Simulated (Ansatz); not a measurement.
# Mo: x(W) = 0.25, 4 atoms, Cmmm

Base system: Mo in the bcc (W type) structure (space group Im-3m, No. 229; a = 3.130 Å).

The other end (x = 1) is W in the bcc (W type) structure (space group Im-3m, No. 229): 15.69 Å³/atom, gap zero.

Perturbation: W replaces 25.0 % of the Mo, ordered in a cell of 4 atoms (starting symmetry Cmmm) and fully relaxed.

Computed with PBEsol, PAW, 420 eV (Ansatz, a quantum-chemistry and plane-wave program; no spin-orbit coupling). Settings: 18×18×6 k-points, 0.05 eV Fermi–Dirac smearing, for the changed cell.

```yaml
volume_per_atom: 15.42 Å³ (base 15.33 Å³)
density: 12.70 g/cm³ (base 10.40 g/cm³)
shortest_interatomic_distance: 2.708 Å (base 2.710 Å)
band_gap: zero (base zero)
mixing_energy: "0.00 eV/atom (to 0.01 eV only: unlike meshes or grids)"
```

Final structure:

```xyz
4
Lattice="1.5679 -2.2198 0.0000 1.5679 2.2198 0.0000 0.0000 0.0000 8.8612" Properties=species:S:1:pos:R:3 pbc="T T T"
Mo     0.0000     0.0000     6.6389
W      1.5679     0.0000     0.0000
Mo     0.0000     0.0000     2.2224
Mo     1.5679     0.0000     4.4306
```

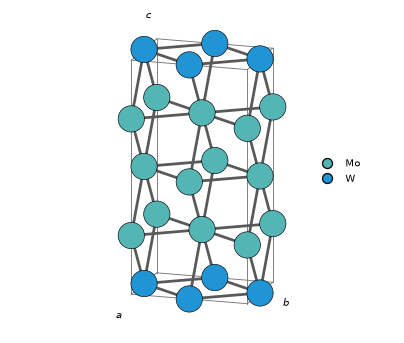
*The relaxed conventional cell after the change*

These are small ordered cells, not random alloys; other orderings at the same x differ. Whether these cells are dynamically stable was not tested. The final runs are not spin-polarised.
